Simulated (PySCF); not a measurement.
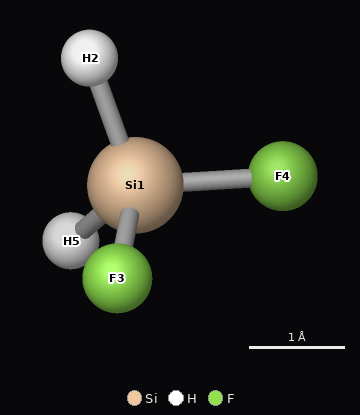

The structure as given in the input (ball-and-stick view, seen at a tilt; atoms are numbered from 1 in the order of the input).

## What a change does: single-point calculation on SiH$_{2}$F$_{2}$

System: SiH$_{2}$F$_{2}$.
Method of run A: RKS PBE0-D4/def2-TZVPP, density fitting (PySCF 2.14.0).

The geometry comes from this level: PBE0-D4/def2-TZVP. Text and figures count atoms from 1; the logs count them from 0 in places.

**Input, run A**
```python
import json, numpy as np
from pyscf import gto, scf, dft, mp, cc
EV, BOHR = 27.211386245988, 0.529177210903
mol = gto.M(atom="""
Si -0.725221 -0.899594 -0.594980
H -0.906492 -0.770514 0.862736
F -0.790106 0.547303 -1.240233
F -1.928865 -1.750625 -1.178713
H 0.540475 -1.537154 -1.002517
""", basis="def2-tzvpp", charge=0, spin=0, max_memory=8670, verbose=0)
def mean_field(mol, dm=None):
    mf = dft.RKS(mol, xc="pbe0").density_fit()
    mf.conv_tol = 1e-9; mf.grids.level = 4
    mf.kernel(dm0=dm)
    if not mf.converged: mf = mf.newton().run(mf.mo_coeff, mf.mo_occ)
    assert mf.converged
    return mf
def d4(mol):
    from pyscf.dispersion.dftd4 import DFTD4Dispersion
    real = gto.M(atom=[(mol.atom_pure_symbol(i), mol.atom_coord(i)) for i in range(5)], unit='B', charge=mol.charge, spin=None, basis='def2-svp', verbose=0)
    r = DFTD4Dispersion(real, xc="pbe0", atm=True).get_dispersion(grad=True); return r["energy"], r["gradient"]
def energy_and_gradient(mol, dm=None):
    mf = mean_field(mol, dm); e, g = d4(mol)
    return mf, (mf.e_tot + e) * EV, (mf.nuc_grad_method().kernel()[:5] + g) * EV / BOHR
out = {}
mf = mean_field(mol); e = d4(mol)[0]
out.update(energy=(mf.e_tot + e) * EV, converged=True, dispersion=e * EV)
out['s2'] = mf.spin_square()[0]; out['nelec'] = mol.nelec
print(f"Total energy {out['energy']:.6f} eV, <S^2> {out['s2']:.4f}")
json.dump(out, open("out.json", "w"), default=float)
```

Command:
```bash
OMP_NUM_THREADS=4 python run.py
```

Hardware: 4 threads of Intel Xeon @ 2.50GHz, 180 GiB of memory available, shared host.

**Output (run A)**
```
Total energy -13341.559569 eV, <S^2> 0.0000
```

The input of run B differs as follows (lines with − go, lines with + come):
```diff
-    mf = dft.RKS(mol, xc="pbe0").density_fit()
+    mf = dft.RKS(mol, xc="pbe").density_fit()
-    r = DFTD4Dispersion(real, xc="pbe0", atm=True).get_dispersion(grad=True); return r["energy"], r["gradient"]
+    r = DFTD4Dispersion(real, xc="pbe", atm=True).get_dispersion(grad=True); return r["energy"], r["gradient"]
```

How does run B compare with run A?

The total energies belong to different models, so their difference says nothing on which is more stable or more accurate. The functional changes from PBE0 to PBE.

**Output (run B)**
```
Total energy -13340.734612 eV, <S^2> 0.0000
```

**The two runs side by side**

| quantity | run A | run B |
| --- | --- | --- |
| outcome | converged | converged |
| total energy (hartree) | −490.293271 | −490.262954 |
| basis functions | 132 | 132 |
| wall time (shared host) | 7 s | 9.2 s |
